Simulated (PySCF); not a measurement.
Molecule: SMILES [CH3][Al]([CH3])[NH][Si](C)(C)O (C₄H₁₄AlNOSi). Atoms near the plane z = 0.0 Å, at the GFN2-xTB optimised geometry (x, y, z in Å): Si1 (-1.9, 2.3, 0.0), O4 (-2.9, 1.1, 0.2), N5 (-0.3, 1.7, 0.0), Al6 (0.5, 0.1, 0.0), C7 (-0.6, -1.6, 0.0), C8 (2.5, 0.1, 0.0), H15 (-2.5, 0.2, 0.1), H16 (0.4, 2.5, 0.0), H17 (-1.3, -1.6, -0.9), H18 (-1.2, -1.6, 0.9), H19 (0.0, -2.5, 0.0), H20 (2.9, 0.7, 0.8), H21 (2.9, 0.6, -0.9), H22 (2.9, -0.9, 0.1).

Method: PBE0/def2-SVP (PySCF 2.14.0). Cells within 0.4 Å of a nucleus heavier than hydrogen are left out (blank, or x). The values are rescaled to run from 0 to 1.

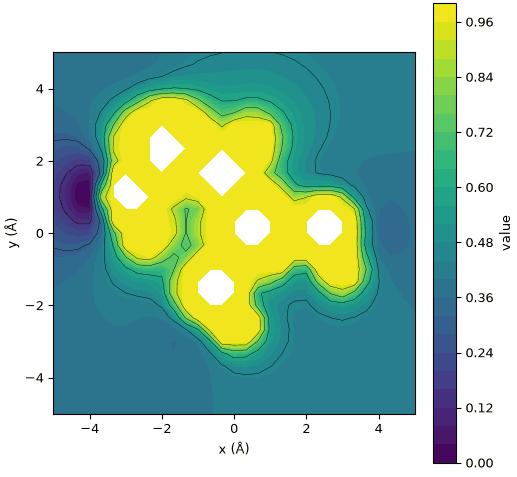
Fig. 1. a field on the plane z = 0.0 Å.

Problem. Which quantity is mapped?
A) log10 of the electron density
B) electrostatic potential
C) deformation density (molecule minus spherical neutral atoms)
D) electron localisation function

Solution. B, electrostatic potential. In full: electrostatic potential (hartree/e), clipped to [-0.08, 0.12].
